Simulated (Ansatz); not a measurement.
# BH2ILiSi (charge +1): what the fields show

```xyz
6

B    -1.9376    1.7814    2.1751
I    -1.9930    4.0657    0.7893
Li   -2.4196    3.1919   -1.8544
Si   -2.2240    1.5697    0.2448
H    -0.8087    1.7554    2.6000
H    -2.8988    1.8846    2.8971
```

Geometry: PBE0-D3(BJ)/def2-SVP; core potentials replace the inner electrons of I.

Method: Ansatz 0.2.0, isolated molecule in a Gaussian basis; Kohn-Sham density functional theory, functional PBE0.

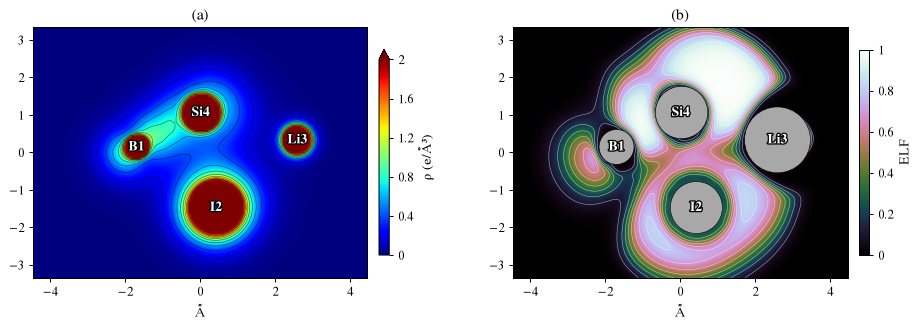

Figure 1. (a) electron density; (b) ELF on the plane of atoms Li3, I2 and Si4. Grey discs cover the atomic cores in the ELF map.

> What does the map show?

Atoms in the plane: B, I, Li and Si. Si–B (1.96 Å): ρ at the midpoint is about 0.84 e/Å³; the ELF peaks at about 0.95 between the atoms, as expected for a covalent bond. Si–I (2.57 Å): ρ at the midpoint is about 0.5 e/Å³, with its minimum of 0.42 e/Å³ about 1.0 Å from Si; the ELF peaks at about 0.70 between the atoms. Li–Si (2.66 Å): ρ at the midpoint is about 0.22 e/Å³; the ELF peaks at about 0.90 in the valence shell of Si, 1.1 Å from its nucleus, and is about 0.90 at the midpoint. Li–I (2.82 Å): ρ is about 0.25 e/Å³ halfway; the ELF peaks at about 0.75 in the valence shell of I, 1.3 Å from its nucleus, and falls to about 0 next to Li (a closed-shell, largely ionic contact).

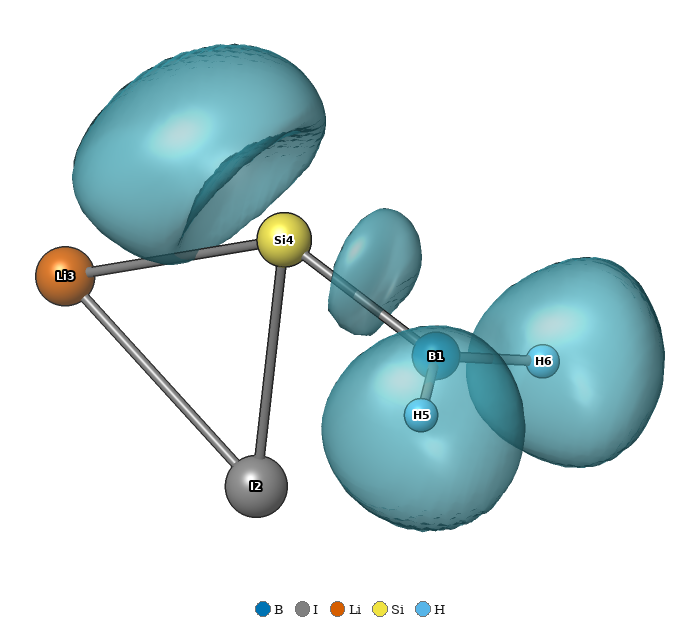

Figure 2. Isosurface of the ELF at 0.9 (cyan), seen at a tilt. Core shells and regions of very low density are left out.

> Identify the bonds, lone pairs and shells in this picture.

At this value the surface marks out one region between bonded B–Si atoms (shared pairs), two regions around hydrogen nuclei and one lobe on Si, pointing away from the bonds (lone pairs).

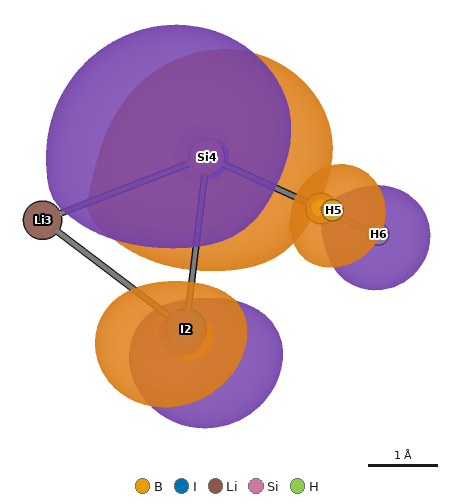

Figure 3. The LUMO at ±0.06 Å⁻³ᐟ² (orange and purple are the two phases), seen at a tilt.

> Describe this orbital and give its energy.

By Hirshfeld shares it lies mainly on Si4 (about 70 %) and I2 (about 15 %). Its energy is −7.64 eV.
